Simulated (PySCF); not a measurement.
Geometry relaxation, with input and output: C10H26N2Si (part 2 of 2)

C10H26N2Si (SiMe2(NEt2)2), SMILES CCN(CC)[Si](C)(C)N(CC)CC; PBE0-D3(BJ)/def2-SVP geometry optimisation, gas phase (PySCF 2.14.0). It belongs to a series of runs on one base structure; here: two ligands: Cl to NEt2.

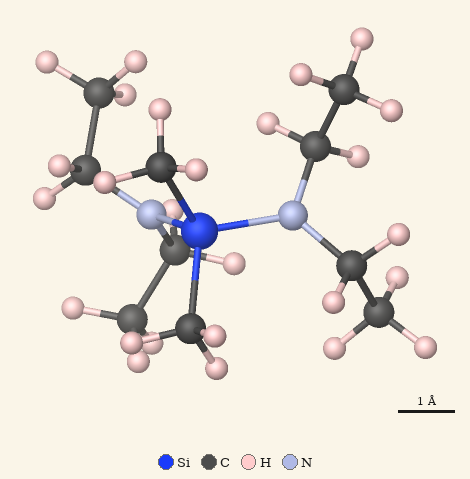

**Figure 1.** The geometry at step 7 of the log (ball-and-stick view, seen at a tilt).

## Trajectory as extended XYZ, continued
```
39
Properties=species:S:1:pos:R:3:forces:R:3 step=4 energy=-21622.99660
Si    0.8243   -0.0035    0.5943    0.0515  -0.0061   0.0090
C     0.8304   -0.0750    2.4751   -0.0223  -0.0096  -0.0024
H     1.5039   -0.8571    2.8607   -0.0076  -0.0100  -0.0055
H    -0.1717   -0.2502    2.8968    0.0107   0.0136  -0.0071
H     1.1905    0.8923    2.8598    0.0053  -0.0029   0.0062
C     2.6123    0.0784    0.0125   -0.0053   0.0132   0.0094
H     2.6978    0.2694   -1.0682   -0.0062  -0.0109  -0.0059
H     3.0991   -0.8871    0.2216    0.0012   0.0002   0.0067
H     3.1821    0.8589    0.5423   -0.0004   0.0033  -0.0148
N     0.0080    1.4013   -0.0420   -0.0280  -0.0127  -0.0011
C    -1.4289    1.5203    0.1027   -0.0108   0.0375  -0.0029
C    -1.8737    2.3289    1.3164    0.0019   0.0066  -0.0037
C     0.6735    2.5227   -0.6701   -0.0098   0.0155   0.0133
C     0.6084    2.5059   -2.1928   -0.0044   0.0158   0.0174
H    -1.8600    0.5061    0.1609    0.0171   0.0007   0.0098
H    -1.8580    1.9708   -0.8122   -0.0121  -0.0181  -0.0070
H    -1.4971    1.8770    2.2466   -0.0072  -0.0060   0.0039
H    -1.4957    3.3625    1.2729    0.0070   0.0002   0.0048
H    -2.9726    2.3787    1.3804    0.0052   0.0063  -0.0087
H     0.2407    3.4704   -0.2965    0.0077   0.0038  -0.0010
H     1.7290    2.5499   -0.3556   -0.0068  -0.0138  -0.0036
H     1.0851    1.5975   -2.5914    0.0191  -0.0135  -0.0110
H    -0.4327    2.5194   -2.5513   -0.0038  -0.0071   0.0006
H     1.1213    3.3805   -2.6239   -0.0080   0.0050  -0.0030
N    -0.0243   -1.4134    0.0159   -0.0478   0.0079  -0.0201
C    -0.3195   -1.5430   -1.3978    0.0322  -0.0244   0.0175
C     0.6960   -2.3761   -2.1725   -0.0118   0.0018   0.0060
C    -0.4615   -2.5103    0.8532    0.0379  -0.0222  -0.0166
C    -1.9341   -2.4489    1.2404   -0.0002  -0.0152  -0.0103
H    -0.3773   -0.5319   -1.8367    0.0107  -0.0041   0.0023
H    -1.3274   -1.9799   -1.5278   -0.0108   0.0135  -0.0120
H     1.6970   -1.9219   -2.1167    0.0037   0.0029  -0.0030
H     0.7715   -3.3968   -1.7652    0.0006   0.0016   0.0003
H     0.4171   -2.4602   -3.2353   -0.0056  -0.0013   0.0128
H    -0.2582   -3.4707    0.3422    0.0003  -0.0062   0.0087
H     0.1495   -2.5416    1.7692    0.0009   0.0097  -0.0005
H    -2.1492   -1.5285    1.8038   -0.0069   0.0179   0.0257
H    -2.5855   -2.4549    0.3524    0.0028   0.0108  -0.0047
H    -2.2182   -3.3089    1.8677   -0.0001  -0.0037  -0.0091
39
Properties=species:S:1:pos:R:3:forces:R:3 step=5 energy=-21622.99997
Si    0.8239    0.0001    0.5950    0.0306  -0.0159  -0.0048
C     0.8269   -0.0795    2.4747   -0.0128   0.0303  -0.0041
H     1.4903   -0.8710    2.8565    0.0067  -0.0231   0.0061
H    -0.1775   -0.2453    2.8927   -0.0160  -0.0017  -0.0010
H     1.1946    0.8816    2.8680    0.0142  -0.0063  -0.0026
C     2.6100    0.0800    0.0076   -0.0233   0.0194  -0.0017
H     2.6875    0.2610   -1.0756   -0.0028  -0.0154  -0.0041
H     3.0955   -0.8848    0.2223    0.0141   0.0030   0.0070
H     3.1832    0.8660    0.5249    0.0014  -0.0014  -0.0038
N     0.0050    1.4049   -0.0389   -0.0160  -0.0153   0.0232
C    -1.4306    1.5234    0.1177   -0.0246   0.0187  -0.0305
C    -1.8672    2.3500    1.3219    0.0116   0.0064  -0.0033
C     0.6673    2.5267   -0.6695   -0.0040   0.0170   0.0029
C     0.5922    2.5121   -2.1921   -0.0046   0.0140   0.0344
H    -1.8565    0.5083    0.1966    0.0170   0.0057   0.0108
H    -1.8715    1.9542   -0.8016   -0.0020  -0.0075   0.0059
H    -1.4879    1.9093    2.2563   -0.0066  -0.0065   0.0070
H    -1.4847    3.3812    1.2630    0.0010   0.0051   0.0033
H    -2.9655    2.4052    1.3900    0.0062   0.0050  -0.0090
H     0.2374    3.4745   -0.2930    0.0052   0.0036   0.0039
H     1.7249    2.5528   -0.3610   -0.0160  -0.0124  -0.0095
H     1.0739    1.6086   -2.5957    0.0206  -0.0118  -0.0148
H    -0.4516    2.5167   -2.5422   -0.0087  -0.0061  -0.0027
H     1.0932    3.3927   -2.6248   -0.0027   0.0008  -0.0052
N    -0.0242   -1.4099    0.0143   -0.0146  -0.0060  -0.0196
C    -0.3035   -1.5429   -1.4013   -0.0114  -0.0054  -0.0221
C     0.7060   -2.3949   -2.1627   -0.0047  -0.0213   0.0204
C    -0.4596   -2.5114    0.8463    0.0351  -0.0392  -0.0154
C    -1.9334   -2.4558    1.2282   -0.0042   0.0103  -0.0079
H    -0.3424   -0.5332   -1.8449    0.0213   0.0065   0.0023
H    -1.3175   -1.9622   -1.5443   -0.0057   0.0008   0.0009
H     1.7139   -1.9575   -2.0999    0.0024   0.0116  -0.0141
H     0.7626   -3.4141   -1.7491   -0.0005  -0.0068   0.0071
H     0.4336   -2.4848   -3.2267    0.0000   0.0176   0.0117
H    -0.2520   -3.4700    0.3327   -0.0007   0.0121   0.0112
H     0.1487   -2.5448    1.7638    0.0016   0.0101   0.0064
H    -2.1508   -1.5434    1.8044   -0.0080   0.0077   0.0177
H    -2.5802   -2.4482    0.3371   -0.0001   0.0109  -0.0090
H    -2.2216   -3.3244    1.8409    0.0010  -0.0146   0.0029
39
Properties=species:S:1:pos:R:3:forces:R:3 step=6 energy=-21623.00300
Si    0.8225    0.0024    0.5961   -0.0189  -0.0176  -0.0127
C     0.8206   -0.0873    2.4744    0.0138   0.0395  -0.0031
H     1.4668   -0.8951    2.8513    0.0074  -0.0197   0.0137
H    -0.1884   -0.2372    2.8859   -0.0336  -0.0103   0.0052
H     1.2041    0.8630    2.8788    0.0164  -0.0064  -0.0097
C     2.6042    0.0841   -0.0012   -0.0207   0.0098  -0.0082
H     2.6690    0.2455   -1.0884    0.0018  -0.0130  -0.0011
H     3.0950   -0.8754    0.2250    0.0182   0.0065   0.0065
H     3.1797    0.8816    0.4950    0.0002  -0.0010   0.0042
N    -0.0013    1.4078   -0.0312    0.0036   0.0062   0.0353
C    -1.4348    1.5306    0.1401   -0.0133  -0.0112  -0.0339
C    -1.8572    2.3898    1.3261    0.0106   0.0010   0.0006
C     0.6568    2.5306   -0.6644   -0.0017   0.0061  -0.0083
C     0.5663    2.5206   -2.1862   -0.0047   0.0098   0.0220
H    -1.8559    0.5169    0.2532    0.0070   0.0041   0.0074
H    -1.8901    1.9322   -0.7857    0.0042   0.0050   0.0092
H    -1.4800    1.9660    2.2694   -0.0037  -0.0031   0.0055
H    -1.4637    3.4151    1.2427   -0.0034   0.0041   0.0008
H    -2.9545    2.4591    1.3955    0.0020   0.0029  -0.0036
H     0.2327    3.4781   -0.2811    0.0040   0.0024   0.0042
H     1.7173    2.5531   -0.3668   -0.0113  -0.0062  -0.0071
H     1.0582    1.6267   -2.5996    0.0125  -0.0045  -0.0086
H    -0.4814    2.5101   -2.5248   -0.0058  -0.0043  -0.0018
H     1.0481    3.4109   -2.6209    0.0009  -0.0012  -0.0036
N    -0.0229   -1.4083    0.0111    0.0342  -0.0120  -0.0116
C    -0.2797   -1.5432   -1.4079   -0.0431   0.0083  -0.0435
C     0.7194   -2.4244   -2.1493   -0.0026  -0.0266   0.0240
C    -0.4531   -2.5172    0.8355    0.0045  -0.0255  -0.0077
C    -1.9292   -2.4715    1.2107    0.0000   0.0097  -0.0098
H    -0.2844   -0.5346   -1.8557    0.0202   0.0056   0.0039
H    -1.3028   -1.9340   -1.5702    0.0036  -0.0080   0.0100
H     1.7371   -2.0116   -2.0774   -0.0011   0.0131  -0.0134
H     0.7463   -3.4421   -1.7290   -0.0010  -0.0071   0.0071
H     0.4566   -2.5164   -3.2152    0.0047   0.0216   0.0019
H    -0.2386   -3.4717    0.3175    0.0002   0.0127   0.0077
H     0.1514   -2.5527    1.7554    0.0018   0.0097   0.0065
H    -2.1509   -1.5746    1.8093   -0.0063   0.0089   0.0116
H    -2.5692   -2.4401    0.3152   -0.0017   0.0060  -0.0062
H    -2.2218   -3.3556    1.7986    0.0009  -0.0152   0.0065
39
Properties=species:S:1:pos:R:3:forces:R:3 step=7 energy=-21623.00383
Si    0.8229    0.0016    0.5956   -0.0278  -0.0085  -0.0158
C     0.8187   -0.0901    2.4739    0.0180   0.0134  -0.0025
H     1.4565   -0.9050    2.8510   -0.0004  -0.0075   0.0090
H    -0.1931   -0.2322    2.8824   -0.0205  -0.0031   0.0050
H     1.2110    0.8556    2.8800    0.0097  -0.0026  -0.0074
C     2.6037    0.0866   -0.0031   -0.0071   0.0005  -0.0046
H     2.6661    0.2382   -1.0919    0.0021  -0.0074  -0.0006
H     3.1009   -0.8681    0.2303    0.0096   0.0055   0.0058
H     3.1764    0.8906    0.4855   -0.0019   0.0029   0.0015
N    -0.0021    1.4084   -0.0273    0.0058   0.0139   0.0285
C    -1.4354    1.5316    0.1458   -0.0027  -0.0141  -0.0196
C    -1.8561    2.3993    1.3263    0.0042  -0.0012   0.0013
C     0.6542    2.5329   -0.6596   -0.0025  -0.0022  -0.0070
C     0.5590    2.5270   -2.1808   -0.0017   0.0034   0.0028
H    -1.8544    0.5183    0.2682   -0.0001   0.0014   0.0019
H    -1.8933    1.9259   -0.7818    0.0026   0.0047   0.0053
H    -1.4831    1.9794    2.2730   -0.0012  -0.0003   0.0020
H    -1.4593    3.4229    1.2379   -0.0014   0.0018   0.0004
H    -2.9533    2.4735    1.3925    0.0003   0.0006  -0.0009
H     0.2318    3.4794   -0.2720    0.0033   0.0024   0.0026
H     1.7155    2.5538   -0.3658   -0.0035  -0.0027  -0.0031
H     1.0568    1.6384   -2.5993    0.0043   0.0002  -0.0016
H    -0.4897    2.5095   -2.5164   -0.0012  -0.0028   0.0003
H     1.0329    3.4219   -2.6148   -0.0004  -0.0003   0.0000
N    -0.0204   -1.4091    0.0076    0.0394  -0.0186  -0.0087
C    -0.2743   -1.5454   -1.4119   -0.0293   0.0180  -0.0215
C     0.7191   -2.4372   -2.1479    0.0008  -0.0126   0.0109
C    -0.4491   -2.5190    0.8316   -0.0125  -0.0061   0.0045
C    -1.9261   -2.4746    1.2054    0.0010   0.0083   0.0001
H    -0.2660   -0.5375   -1.8611    0.0081   0.0037   0.0004
H    -1.3006   -1.9267   -1.5769    0.0038  -0.0042   0.0083
H     1.7395   -2.0308   -2.0766   -0.0006   0.0058  -0.0048
H     0.7374   -3.4541   -1.7255   -0.0001  -0.0029   0.0023
H     0.4574   -2.5276   -3.2141    0.0034   0.0099  -0.0011
H    -0.2331   -3.4728    0.3140    0.0016   0.0045   0.0038
H     0.1544   -2.5528    1.7523   -0.0004   0.0040   0.0022
H    -2.1484   -1.5823    1.8115   -0.0004  -0.0039  -0.0004
H    -2.5640   -2.4348    0.3086   -0.0018   0.0026  -0.0013
H    -2.2201   -3.3637    1.7854   -0.0004  -0.0064   0.0019
39
Properties=species:S:1:pos:R:3:forces:R:3 step=8 energy=-21623.00435
Si    0.8243   -0.0015    0.5964   -0.0204  -0.0024   0.0053
C     0.8202   -0.0909    2.4750    0.0108  -0.0171  -0.0021
H     1.4495   -0.9117    2.8552   -0.0079   0.0043  -0.0003
H    -0.1940   -0.2228    2.8827    0.0016   0.0070   0.0018
H     1.2230    0.8517    2.8781    0.0006   0.0015  -0.0002
C     2.6045    0.0868   -0.0030    0.0075  -0.0048   0.0002
H     2.6663    0.2266   -1.0935    0.0020  -0.0011   0.0002
H     3.1101   -0.8609    0.2408   -0.0022   0.0025   0.0047
H     3.1721    0.8995    0.4775   -0.0040   0.0059  -0.0036
N    -0.0014    1.4065   -0.0231    0.0038   0.0177   0.0165
C    -1.4349    1.5288    0.1481    0.0065  -0.0085   0.0010
C    -1.8574    2.4008    1.3250   -0.0038  -0.0018   0.0011
C     0.6533    2.5318   -0.6560   -0.0027  -0.0078  -0.0040
C     0.5542    2.5275   -2.1767    0.0023  -0.0034  -0.0130
H    -1.8526    0.5157    0.2749   -0.0050  -0.0016  -0.0033
H    -1.8926    1.9196   -0.7809   -0.0001   0.0018  -0.0007
H    -1.4898    1.9825    2.2746    0.0015   0.0016  -0.0019
H    -1.4585    3.4235    1.2354    0.0015  -0.0015  -0.0004
H    -2.9546    2.4781    1.3860   -0.0015  -0.0011   0.0019
H     0.2326    3.4779   -0.2657    0.0015   0.0011   0.0002
H     1.7153    2.5514   -0.3657    0.0039   0.0000   0.0016
H     1.0576    1.6432   -2.5985   -0.0034   0.0049   0.0044
H    -0.4953    2.5031   -2.5100    0.0027  -0.0007   0.0012
H     1.0211    3.4259   -2.6111   -0.0022   0.0012   0.0026
N    -0.0172   -1.4123    0.0073    0.0384  -0.0011   0.0004
C    -0.2717   -1.5409   -1.4131   -0.0122  -0.0032   0.0078
C     0.7173   -2.4355   -2.1512    0.0009   0.0048  -0.0073
C    -0.4477   -2.5229    0.8300   -0.0219   0.0187  -0.0040
C    -1.9253   -2.4776    1.2023    0.0025  -0.0016   0.0021
H    -0.2535   -0.5308   -1.8573   -0.0076  -0.0023  -0.0007
H    -1.3005   -1.9145   -1.5797    0.0011  -0.0010  -0.0014
H     1.7392   -2.0328   -2.0787   -0.0010  -0.0041   0.0052
H     0.7304   -3.4547   -1.7340   -0.0002   0.0018  -0.0018
H     0.4561   -2.5169   -3.2182    0.0010  -0.0050  -0.0037
H    -0.2318   -3.4761    0.3120    0.0032  -0.0052  -0.0023
H     0.1545   -2.5571    1.7515    0.0011   0.0029  -0.0022
H    -2.1469   -1.5899    1.8156    0.0026  -0.0043  -0.0035
H    -2.5618   -2.4289    0.3048   -0.0006  -0.0012   0.0022
H    -2.2217   -3.3710    1.7750   -0.0004   0.0033  -0.0037
39
Properties=species:S:1:pos:R:3:forces:R:3 step=9 energy=-21623.00480
Si    0.8268   -0.0023    0.5962   -0.0050   0.0074  -0.0061
C     0.8223   -0.0930    2.4749   -0.0018  -0.0286  -0.0006
H     1.4457   -0.9177    2.8567   -0.0083   0.0081  -0.0051
H    -0.1935   -0.2180    2.8819    0.0149   0.0112  -0.0003
H     1.2316    0.8472    2.8767   -0.0036   0.0029   0.0025
C     2.6078    0.0901   -0.0005    0.0109  -0.0038   0.0036
H     2.6720    0.2234   -1.0917    0.0000   0.0002  -0.0003
H     3.1189   -0.8527    0.2507   -0.0069  -0.0006   0.0035
H     3.1694    0.9090    0.4766   -0.0032   0.0051  -0.0060
N     0.0011    1.4074   -0.0196    0.0003   0.0102   0.0050
C    -1.4333    1.5258    0.1470    0.0064  -0.0004   0.0097
C    -1.8615    2.3939    1.3248   -0.0068  -0.0007   0.0002
C     0.6546    2.5343   -0.6505   -0.0025  -0.0072  -0.0020
C     0.5557    2.5330   -2.1713    0.0027  -0.0047  -0.0127
H    -1.8496    0.5116    0.2700   -0.0048  -0.0014  -0.0053
H    -1.8886    1.9187   -0.7821   -0.0012  -0.0005  -0.0034
H    -1.4979    1.9731    2.2749    0.0026   0.0019  -0.0026
H    -1.4632    3.4172    1.2400    0.0023  -0.0025  -0.0005
H    -2.9591    2.4702    1.3812   -0.0013  -0.0017   0.0028
H     0.2336    3.4794   -0.2581   -0.0003   0.0002  -0.0012
H     1.7166    2.5539   -0.3605    0.0053   0.0006   0.0035
H     1.0636    1.6523   -2.5951   -0.0047   0.0029   0.0048
H    -0.4935    2.5043   -2.5049    0.0030   0.0006   0.0009
H     1.0185    3.4346   -2.6036   -0.0023   0.0020   0.0027
N    -0.0124   -1.4127    0.0036    0.0162  -0.0150  -0.0021
C    -0.2748   -1.5430   -1.4157    0.0137   0.0134   0.0211
C     0.7094   -2.4409   -2.1563    0.0015   0.0162  -0.0128
C    -0.4454   -2.5209    0.8276   -0.0172   0.0148   0.0086
C    -1.9231   -2.4733    1.1990    0.0020  -0.0086   0.0031
H    -0.2559   -0.5336   -1.8613   -0.0113  -0.0022  -0.0047
H    -1.3049   -1.9153   -1.5761    0.0002   0.0025  -0.0021
H     1.7320   -2.0389   -2.0888    0.0011  -0.0067   0.0088
H     0.7228   -3.4595   -1.7377   -0.0005   0.0032  -0.0036
H     0.4443   -2.5223   -3.2224   -0.0017  -0.0100  -0.0012
H    -0.2298   -3.4754    0.3117    0.0018  -0.0074  -0.0014
H     0.1564   -2.5532    1.7496   -0.0028  -0.0041  -0.0029
H    -2.1436   -1.5863    1.8135    0.0023  -0.0017  -0.0021
H    -2.5591   -2.4221    0.3013    0.0000  -0.0026   0.0034
H    -2.2214   -3.3672    1.7701   -0.0008   0.0067  -0.0050
39
Properties=species:S:1:pos:R:3:forces:R:3 step=10 energy=-21623.00514
Si    0.8290   -0.0032    0.5975    0.0042   0.0072   0.0007
C     0.8260   -0.0945    2.4760   -0.0085  -0.0182   0.0005
H     1.4458   -0.9214    2.8582   -0.0041   0.0039  -0.0054
H    -0.1899   -0.2140    2.8846    0.0135   0.0080  -0.0014
H     1.2395    0.8445    2.8765   -0.0024   0.0013   0.0036
C     2.6102    0.0904    0.0015    0.0057   0.0008   0.0022
H     2.6754    0.2184   -1.0902   -0.0004  -0.0008  -0.0001
H     3.1234   -0.8497    0.2585   -0.0054  -0.0013   0.0024
H     3.1686    0.9136    0.4749   -0.0013   0.0025  -0.0049
N     0.0025    1.4067   -0.0169   -0.0019   0.0033   0.0036
C    -1.4324    1.5224    0.1470    0.0020   0.0022   0.0084
C    -1.8642    2.3877    1.3255   -0.0042  -0.0001  -0.0002
C     0.6549    2.5334   -0.6491   -0.0006  -0.0031  -0.0029
C     0.5557    2.5311   -2.1700    0.0022  -0.0024  -0.0041
H    -1.8477    0.5074    0.2671   -0.0027  -0.0005  -0.0037
H    -1.8865    1.9164   -0.7823   -0.0002  -0.0005  -0.0027
H    -1.5014    1.9660    2.2754    0.0022   0.0011  -0.0015
H    -1.4668    3.4116    1.2430    0.0012  -0.0013  -0.0005
H    -2.9620    2.4624    1.3803   -0.0001  -0.0017   0.0018
H     0.2335    3.4787   -0.2573   -0.0012  -0.0005  -0.0013
H     1.7170    2.5540   -0.3592    0.0027   0.0008   0.0024
H     1.0657    1.6513   -2.5930   -0.0023   0.0007   0.0018
H    -0.4934    2.4995   -2.5033    0.0012   0.0011   0.0002
H     1.0160    3.4337   -2.6025   -0.0010   0.0011   0.0010
N    -0.0095   -1.4135    0.0039    0.0076  -0.0082  -0.0021
C    -0.2751   -1.5384   -1.4151    0.0122   0.0030   0.0149
C     0.7071   -2.4345   -2.1607    0.0009   0.0119  -0.0092
C    -0.4465   -2.5212    0.8267   -0.0085   0.0098   0.0017
C    -1.9244   -2.4711    1.1962   -0.0005  -0.0026   0.0032
H    -0.2570   -0.5276   -1.8577   -0.0086  -0.0019  -0.0028
H    -1.3057   -1.9096   -1.5746   -0.0011   0.0012  -0.0027
H     1.7303   -2.0342   -2.0923    0.0012  -0.0053   0.0059
H     0.7198   -3.4545   -1.7455   -0.0008   0.0014  -0.0023
H     0.4409   -2.5124   -3.2269   -0.0017  -0.0062   0.0004
H    -0.2318   -3.4760    0.3108    0.0002  -0.0037  -0.0015
H     0.1538   -2.5551    1.7495   -0.0011  -0.0027  -0.0019
H    -2.1438   -1.5847    1.8121    0.0017  -0.0029  -0.0029
H    -2.5596   -2.4172    0.2980    0.0002  -0.0019   0.0017
H    -2.2254   -3.3653    1.7653   -0.0001   0.0044  -0.0024
```

## Summary

```tsv
quantity	value
outcome	converged
total energy	−794.630789 hartree
dipole moment	0.08 D
point group	C1
hardware	2 CPU threads, shared host
wall time	5.7 min (CPU time 13 min)
peak memory	3 GiB
```
